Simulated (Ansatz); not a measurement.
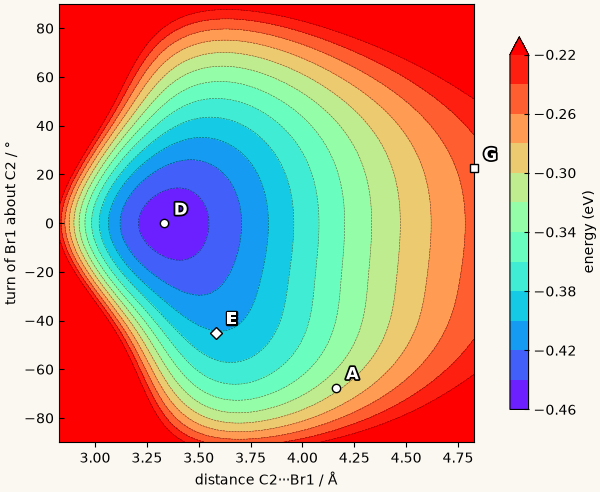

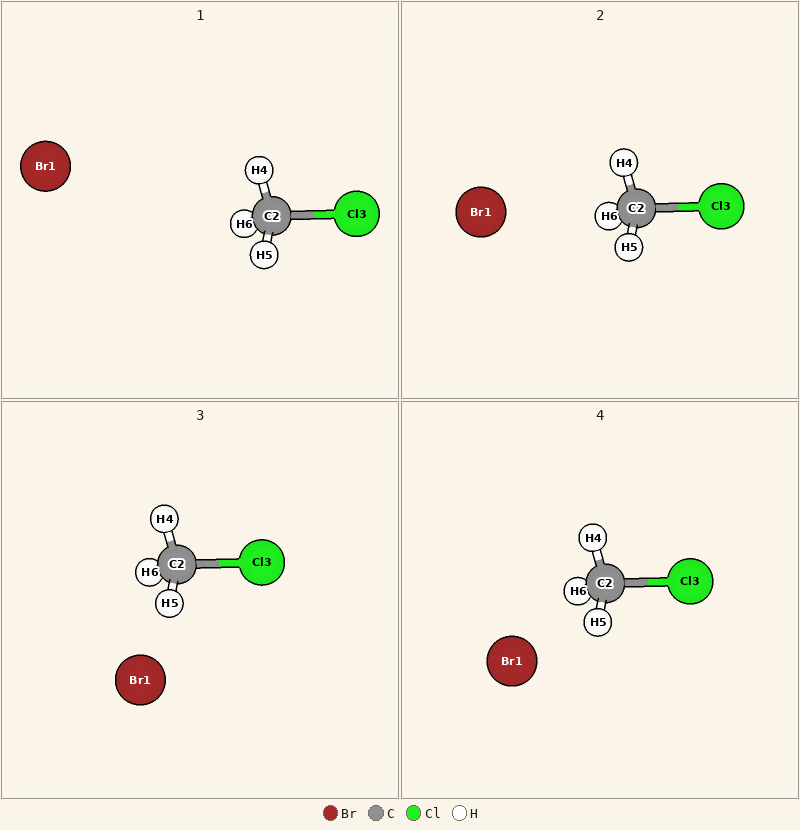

The pair Br···CH₃Cl, charge −1. 
- The turn is about an axis along (−0.81, −0.58, −0.13) in the frame of the relaxed pair, normal to the line between the partners.
- The first coordinate is: distance C2···Br1; the second: turn of Br1 about C2.
- The scan uses a 9 × 9 grid.
- Points are written as (first, second).
- All energies are given in eV relative to the ion and the molecule far apart, frozen as in the relaxed pair, each in its own basis (no counterpoise correction).
- These are results of Ansatz, RKS BHLYP-D4/def2-SVPD, not measurements.

Drawn: filled contours, one colour for all values above the top of the scale, lettered points. Between grid points the surface is interpolated. The numbered pictures are the structures at these points, in random order.

Question: Which structure belongs to which point?

Answer: A is structure 3: (4.163 Å, −67.5°), −0.305 eV; D is structure 2: (3.333 Å, 0.0°), −0.451 eV; E is structure 4: (3.584 Å, −45.0°), −0.399 eV; G is structure 1: (4.826 Å, 22.5°), −0.250 eV.
